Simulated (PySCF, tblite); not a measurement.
**C4H9OSi radical: geometry, infrared bands and EPR parameters**

What infrared bands and EPR parameters should C4H9OSi radical (`[H]/[C]=C(\CC)O[SiH3]`) show?

Computed with tblite 0.8.0 and PySCF 2.14.0, with density-fitted response routines of our own, on a single molecule in the gas phase. Atoms are numbered from 0 throughout.

### 1 The starting structure

15 atoms, charge 0, multiplicity 2; geometry from: force field or distance geometry start.

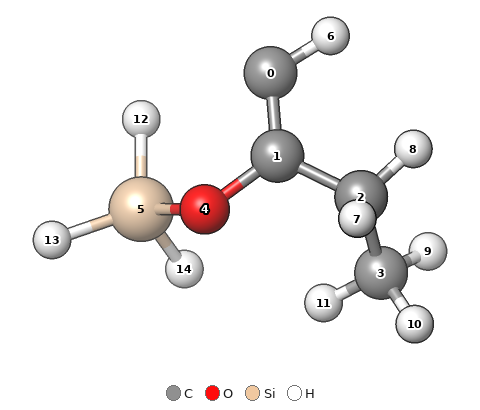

As it starts; carbon grey, oxygen red, silicon light orange, hydrogen white, atoms numbered.

### 2 Geometry optimisation with GFN2-xTB

The job: settings as JSON, then the geometry in Å.

```
{"job": {"kind": "relax", "xc": "GFN2-xTB", "basis": "xTB"}, "charge": 0, "multiplicity": 2}
C      0.453100     1.863300     0.610900
C      0.101000     0.886700    -0.230200
C     -1.303600     0.499400    -0.458300
C     -1.576600    -0.946700    -0.082100
O      1.062700     0.140700    -0.913400
Si     2.302700    -0.522100     0.095800
H     -0.360200     2.391000     1.110100
H     -1.504000     0.665200    -1.532500
H     -1.946900     1.110200     0.207300
H     -2.070800    -0.983900     0.935600
H     -2.305000    -1.379700    -0.802000
H     -0.690000    -1.586100    -0.112600
H      2.601900     0.474900     1.166800
H      3.515300    -0.866800    -0.687700
H      1.716000    -1.738000     0.670500
```

The run is started by

```console
OMP_NUM_THREADS=1 python probes_run.py task.json out
```

The driver reads the jobs from task.json and runs them one after another.

Log:

```text
step      E/eV     max force
  0    -513.05212    3.083
  1    -513.27602    1.596
  2    -513.35364    0.906
  3    -513.39649    0.612
  4    -513.43559    0.443
  5    -513.45346    0.393
  6    -513.47896    0.426
  7    -513.50417    0.418
  8    -513.52824    0.402
  9    -513.54707    0.359
 10    -513.56642    0.368
 11    -513.58756    0.482
 12    -513.61253    0.474
 13    -513.63759    0.400
 14    -513.65609    0.301
 15    -513.66782    0.238
 16    -513.67760    0.251
 17    -513.68389    0.151
 18    -513.68755    0.130
 19    -513.69042    0.121
 20    -513.69286    0.158
 21    -513.69580    0.180
 22    -513.69955    0.184
 23    -513.70352    0.160
 24    -513.70734    0.139
 25    -513.71139    0.153
 26    -513.71606    0.175
 27    -513.72126    0.198
 28    -513.72572    0.157
 29    -513.72879    0.125
 30    -513.73131    0.129
 31    -513.73384    0.140
 32    -513.73632    0.150
 33    -513.73851    0.104
 34    -513.74019    0.094
 35    -513.74191    0.121
 36    -513.74384    0.137
 37    -513.74540    0.103
 38    -513.74628    0.066
 39    -513.74684    0.056
 40    -513.74737    0.085
 41    -513.74794    0.077
 42    -513.74840    0.049
 43    -513.74874    0.049
 44    -513.74912    0.060
 45    -513.74963    0.085
 46    -513.75023    0.073
 47    -513.75079    0.051
 48    -513.75131    0.057
 49    -513.75194    0.069
 50    -513.75280    0.093
 51    -513.75384    0.077
 52    -513.75484    0.083
 53    -513.75584    0.069
 54    -513.75691    0.076
 55    -513.75795    0.070
 56    -513.75865    0.054
 57    -513.75897    0.042
 58    -513.75909    0.031
 59    -513.75920    0.031
 60    -513.75937    0.032
 61    -513.75954    0.039
 62    -513.75967    0.037
 63    -513.75979    0.040
 64    -513.75991    0.038
 65    -513.76008    0.042
 66    -513.76028    0.046
 67    -513.76050    0.043
 68    -513.76073    0.043
 69    -513.76105    0.055
 70    -513.76156    0.073
 71    -513.76231    0.093
 72    -513.76329    0.084
 73    -513.76446    0.079
 74    -513.76576    0.089
 75    -513.76717    0.101
 76    -513.76834    0.161
 77    -513.76890    0.146
 78    -513.77030    0.082
 79    -513.77121    0.085
 80    -513.77226    0.108
 81    -513.77344    0.126
 82    -513.77470    0.082
 83    -513.77558    0.063
 84    -513.77620    0.059
 85    -513.77682    0.074
 86    -513.77737    0.093
 87    -513.77830    0.085
 88    -513.77936    0.084
 89    -513.78055    0.080
 90    -513.78021    0.122
 91    -513.78160    0.065
 92    -513.78188    0.061
 93    -513.78262    0.064
 94    -513.78301    0.073
 95    -513.78407    0.083
 96    -513.78478    0.067
 97    -513.78521    0.048
 98    -513.78554    0.050
 99    -513.78603    0.061
100    -513.78659    0.060
101    -513.78705    0.076
102    -513.78744    0.066
103    -513.78796    0.055
104    -513.78877    0.074
105    -513.78989    0.091
106    -513.79129    0.079
107    -513.79211    0.069
108    -513.79275    0.069
109    -513.79359    0.074
110    -513.79450    0.082
111    -513.79464    0.119
112    -513.79590    0.089
113    -513.79639    0.064
114    -513.79730    0.050
115    -513.79779    0.057
116    -513.79860    0.058
117    -513.79901    0.041
118    -513.79932    0.040
119    -513.79955    0.038
120    -513.79989    0.046
121    -513.80034    0.060
122    -513.80087    0.055
123    -513.80129    0.042
124    -513.80155    0.033
125    -513.80171    0.035
126    -513.80186    0.036
127    -513.80197    0.027
128    -513.80203    0.012
129    -513.80205    0.011
130    -513.80207    0.010
131    -513.80209    0.010
```

Run time: 0.72 s. Hardware: 1 thread of Arm Neoverse V1, shared host.

Relaxation path: (not every step is listed)

```tsv
step	energy from step 0 (eV)	largest force (eV/Å)
0	0.0000	3.0833
1	-0.2239	1.5958
2	-0.3015	0.9063
3	-0.3444	0.6117
4	-0.3835	0.4427
5	-0.4013	0.3932
6	-0.4268	0.4257
7	-0.4521	0.4179
8	-0.4761	0.4018
19	-0.6383	0.1207
30	-0.6792	0.1286
41	-0.6958	0.0775
52	-0.7027	0.0830
63	-0.7077	0.0405
74	-0.7136	0.0887
85	-0.7247	0.0739
96	-0.7327	0.0667
107	-0.7400	0.0686
118	-0.7472	0.0402
126	-0.7497	0.0356
127	-0.7499	0.0266
128	-0.7499	0.0122
129	-0.7499	0.0108
130	-0.7500	0.0103
131	-0.7500	0.0103
```

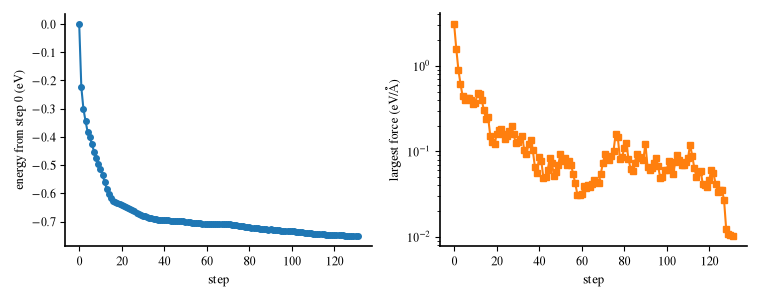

Energy and force, step by step.

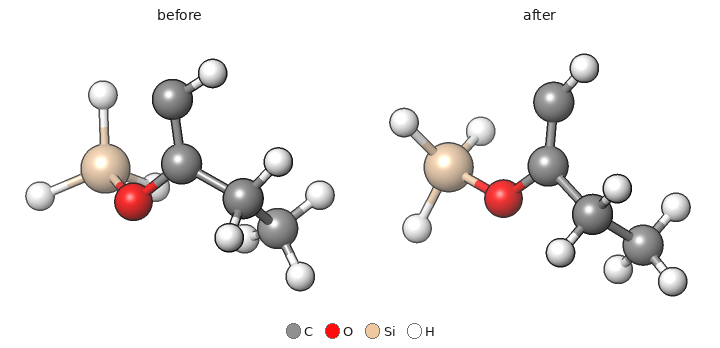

Before and after, at one scale.

Distances of close pairs at the start and the end, largest changes first:

```tsv
bond	before (Å)	after (Å)	change (Å)
O4–Si5	1.731	1.630	-0.101
C1–C2	1.475	1.530	+0.055
C3–H9	1.132	1.088	-0.044
C1–O4	1.396	1.356	-0.040
C0–C1	1.336	1.298	-0.038
Si5–H12	1.494	1.463	-0.031
Si5–H13	1.484	1.456	-0.028
C0–H6	1.090	1.063	-0.027
```

The end geometry stands in the next job.

### 3 Vibrational analysis with GFN2-xTB

The job: settings as JSON, then the geometry in Å.

```
{"job": {"kind": "ir", "xc": "GFN2-xTB", "basis": "xTB"}, "charge": 0, "multiplicity": 2}
C      0.201662     1.407083     1.151134
C      0.063190     0.614948     0.132247
C     -1.248854     0.456433    -0.638764
C     -1.919079    -0.862308    -0.272557
O      1.034164    -0.181793    -0.377963
Si     2.560859    -0.374935     0.158246
H     -0.413590     2.090708     1.684421
H     -0.999112     0.467849    -1.701378
H     -1.908024     1.295714    -0.417654
H     -2.191432    -0.871244     0.780484
H     -2.821037    -1.000189    -0.865799
H     -1.244448    -1.693401    -0.464047
H      3.274180     0.901848     0.170020
H      3.037811    -1.294583    -0.865006
H      2.569295    -0.948141     1.504706
```

Log:

```text
mode    cm-1     km/mol
  1      52.4      0.11
  2      63.6      1.74
  3     112.5      2.21
  4     129.6      0.20
  5     205.3      0.31
  6     237.5      1.44
  7     335.5      2.79
  8     439.2     10.60
  9     545.2     13.99
 10     591.9     84.95
 11     608.0     34.59
 12     658.1      0.86
 13     725.5     59.27
 14     750.8    226.91
 15     753.0     65.04
 16     797.6    238.14
 17     823.3    245.69
 18     830.5    104.27
 19     907.4     33.11
 20    1037.2     41.25
 21    1061.3     36.74
 22    1080.6     27.46
 23    1173.2    219.99
 24    1228.1      4.19
 25    1283.8      4.54
 26    1402.6      2.67
 27    1455.1      0.73
 28    1489.3      3.76
 29    1497.9      3.07
 30    1705.8     72.92
 31    2245.3    402.62
 32    2271.5    183.43
 33    2325.2    241.54
 34    2976.8     17.03
 35    3000.1     24.64
 36    3023.5     35.98
 37    3038.2     32.71
 38    3043.6     23.93
 39    3214.1      8.32
```

Wall time 0.39 s (1 thread of Arm Neoverse V1, shared host).

The strongest bands and the atoms that carry them (share of the mass-weighted mode):

```tsv
cm⁻¹	km/mol	atoms
751	226.9	H13 60 %, H12 19 %, H14 15 %
798	238.1	H14 32 %, H12 30 %, H13 28 %
823	245.7	H14 35 %, H12 35 %
830	104.3	H7 16 %, H9 14 %, H8 13 %, H11 11 %
1173	220.0	C1 45 %, O4 34 %
2245	402.6	H14 62 %, H12 34 %
2272	183.4	H12 62 %, H14 35 %
2325	241.5	H13 96 %
```

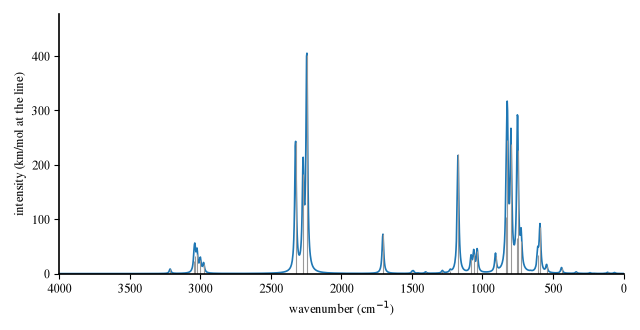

The infrared spectrum from these modes, unscaled. Lines are broadened to a width of 14 cm⁻¹ (Lorentzian).

### 4 g tensor and hyperfine couplings: B3LYP/pcH-1

Settings changed since step 3:

```diff
@@ -1,2 +1,2 @@
-{"job": {"kind": "ir", "xc": "GFN2-xTB", "basis": "xTB"}, "charge": 0, "multiplicity": 2}
+{"job": {"kind": "epr", "basis": "pcH-1"}, "charge": 0, "multiplicity": 2}
 C      0.201662     1.407083     1.151134
```

With the program's defaults for keys left out, this is: UKS B3LYP, pcH-1 on C H O Si, non-relativistic, mean-field spin-orbit, GIAO.

Log:

```text
UKS, coarse grid
  cycle   1  E = -522.41102831  |g| = 5.24e-01
  cycle   2  E = -522.24753557  |g| = 8.49e-01
  cycle   3  E = -522.50407262  |g| = 1.33e-01
  cycle   4  E = -522.51078467  |g| = 5.22e-02
  cycle   5  E = -522.51204822  |g| = 1.85e-02
  cycle   6  E = -522.51221681  |g| = 5.28e-03
  cycle   7  E = -522.51224352  |g| = 1.90e-03
  cycle   8  E = -522.51225244  |g| = 1.14e-03
  cycle   9  E = -522.51225447  |g| = 4.79e-04
UKS, final grid
  cycle   1  E = -522.51225597  |g| = 4.70e-04
  cycle   2  E = -522.51225596  |g| = 6.83e-04
  cycle   3  E = -522.51225620  |g| = 1.64e-04
  cycle   4  E = -522.51225622  |g| = 9.74e-05
  cycle   5  E = -522.51225625  |g| = 2.62e-05
  cycle   6  E = -522.51225625  |g| = 6.83e-06
E = -522.51225625 Eh   <S^2> = 0.7580 (exact 0.7500)
g shifts (ppm)      1          2          3
  rmc          -148       -148       -148
  gc             11         10         26
  oz_so         -12        378        521
  total        -150        239        400
hyperfine (MHz)  atom isotope    a_iso     a_fc   dipolar eigenvalues
    0   13C     280.87     280.93    -80.48    -60.21    140.69
    1   13C     -32.25     -32.24    -20.97     -1.07     22.04
    2   13C      50.82      50.83     -7.25     -6.27     13.52
    3   13C      -4.50      -4.50     -0.63     -0.37      1.00
    4   17O     -22.71     -22.69    -11.41      3.26      8.16
    5  29Si      -0.63      -0.64     -2.00      0.39      1.61
    6    1H      24.35      24.33    -32.36     -7.60     39.96
    7    1H      14.56      14.56     -3.94     -0.72      4.67
    8    1H       2.82       2.82     -5.86     -1.91      7.76
    9    1H       1.70       1.70     -1.88     -1.49      3.37
   10    1H       7.00       7.00     -1.11     -0.67      1.78
   11    1H       0.29       0.29     -1.41     -0.99      2.40
   12    1H       4.68       4.68     -2.99     -2.21      5.20
   13    1H       0.41       0.40     -1.19     -0.79      1.98
   14    1H       2.48       2.48     -2.67     -2.02      4.68
```

Wall time 58 s (1 thread of Arm Neoverse V1, shared host); peak memory 0.9 GiB.

Principal g values 2.00217, 2.00256, 2.00272; g(iso) = 2.00248, against 2.00232 for a free electron.

Hyperfine couplings; where a row names several nuclei, a(iso) is their mean (it holds for fast rotation or exchange) and the dipolar term the largest among them:

```tsv
nuclei	isotope	a(iso) (MHz)	a(iso) (G, at g = 2.0023)	largest dipolar term (MHz)
C0	13C	280.9	100.2	140.7
C2	13C	50.8	18.1	13.5
C1	13C	-32.3	-11.5	22.0
H6	1H	24.4	8.7	40.0
O4	17O	-22.7	-8.1	-11.4
H7, H8	1H	8.7	3.1	7.8
C3	13C	-4.5	-1.6	1.0
H9, H10, H11	1H	3.0	1.1	3.4
H12, H13, H14	1H	2.5	0.9	5.2
Si5	29Si	-0.6	-0.2	-2.0
```

Mulliken spin populations:

C0 1.03; C1 -0.13; C2 0.06; C3 0.00; O4 0.02; Si5 0.02; H6 0.00; H7 0.01; H8 0.00; H9 0.00; H10 0.00; H11 0.00; H12 0.00; H13 0.00; H14 0.00

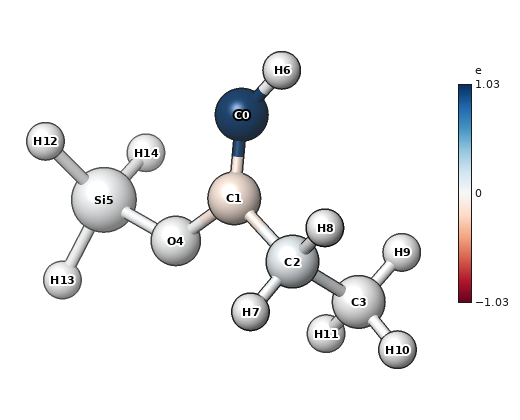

Mulliken spin populations, as colours on the atoms.

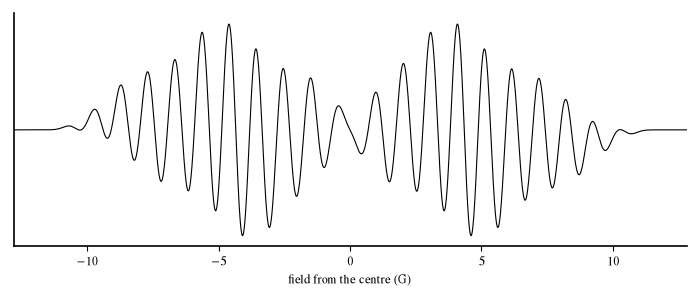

First-order isotropic spectrum (first derivative, main isotopes with spin only, couplings over 0.8 MHz, Gaussian width 0.3 G; couplings of the frozen geometry, rotation of groups not averaged beyond the rows shown).

The fields below are evaluated on a grid from the run's orbitals.

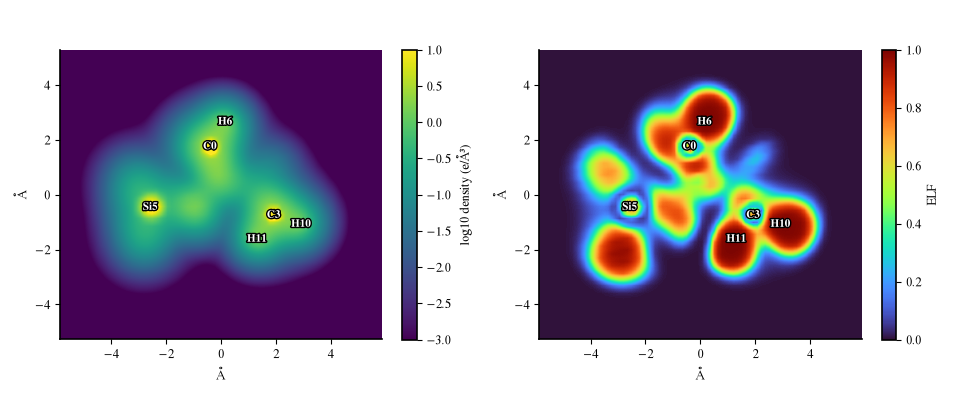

Density (left) and ELF (right) in a plane through or near 6 of the atoms.

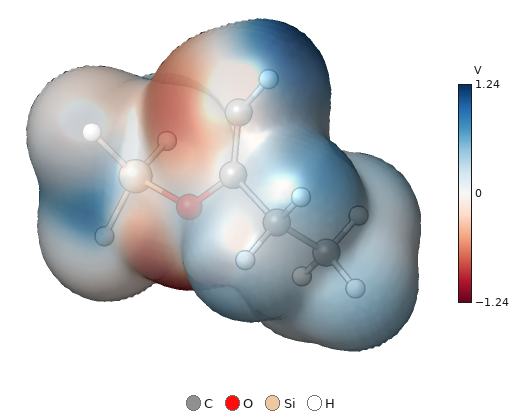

Electrostatic potential on the surface of density 0.002 e/bohr³; red is low, blue high. It runs from -0.86 V near O4 to 1.24 V near H12.

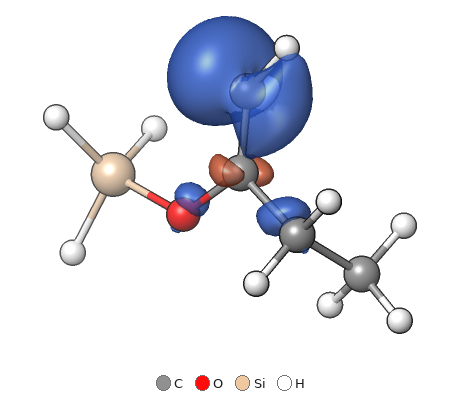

Spin density at ±0.05 e/Å³ (alpha excess blue, beta excess red).

### 5 What came out

| quantity | value |
| --- | --- |
| strongest single infrared mode (GFN2-xTB) | 2245 cm⁻¹, 403 km/mol |
| zero-point energy (GFN2-xTB) | 70.2 kcal/mol |
| g(iso) (B3LYP) | 2.00248 |
| ⟨S²⟩ | 0.758 (exact 0.75) |
| largest a(iso) (averaged by class) | 13C on C0, 280.9 MHz |
| potential on the surface of density 0.002 e/bohr³, 1st and 99th percentile | -0.86 V and 1.24 V |

In words: Over 131 steps the energy fell by 0.750 eV; of the close pairs, O4–Si5 changed most, 1.731 to 1.630 Å. All 39 modes are real, so the xTB geometry is a minimum. The strongest single mode, at 2245 cm⁻¹, moves mainly H14 and H12. Unscaled tight-binding wavenumbers are off by several per cent, some by more. Its intensities can rank the bands wrongly. C0 carries the largest spin population, 1.03 e. The isotropic g lies 0.2 ppt above the free-electron value. These values are for one conformer; the search (at its own cheap level) found 2 more, at 1.10, 1.33 kcal/mol, and measured spectra average over such forms.
